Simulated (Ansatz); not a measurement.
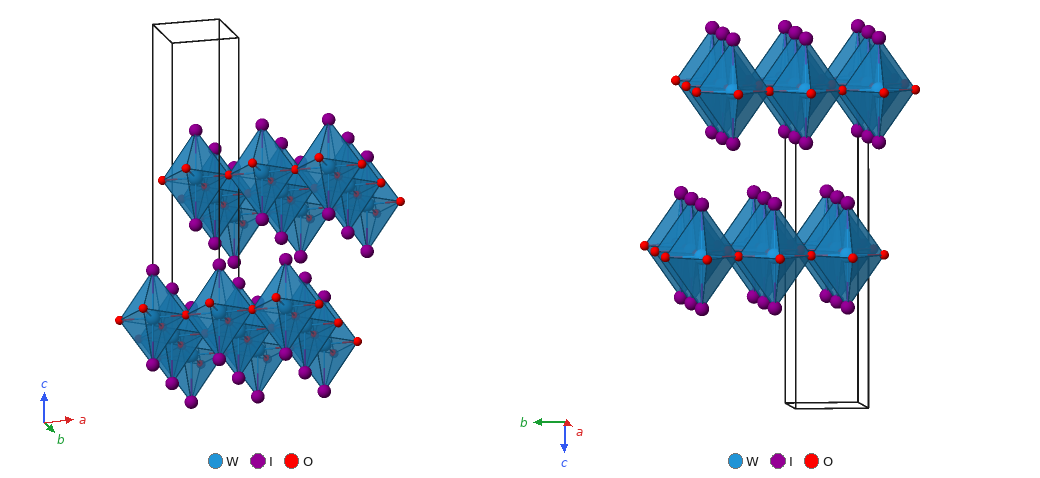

Polyhedra are drawn about W (bonds: I–W below 3.1 Å and O–W below 2.2 Å); other atoms are plain spheres. Two views of the same piece.

WI2O2 (space group I4/mmm, No. 139): the end point of a relaxation with Ansatz, DFT PBE+D3(BJ), scalar-relativistic, plane waves, PAW.

> What figure surrounds each W atom, and what does it share with the other drawn polyhedra?

W: WI2O4 octahedron, sharing corners with four neighbours.

> What is the connectivity of the polyhedra: isolated, groups, chains, layers or framework?

They form layers of corner-sharing octahedra parallel to (001).
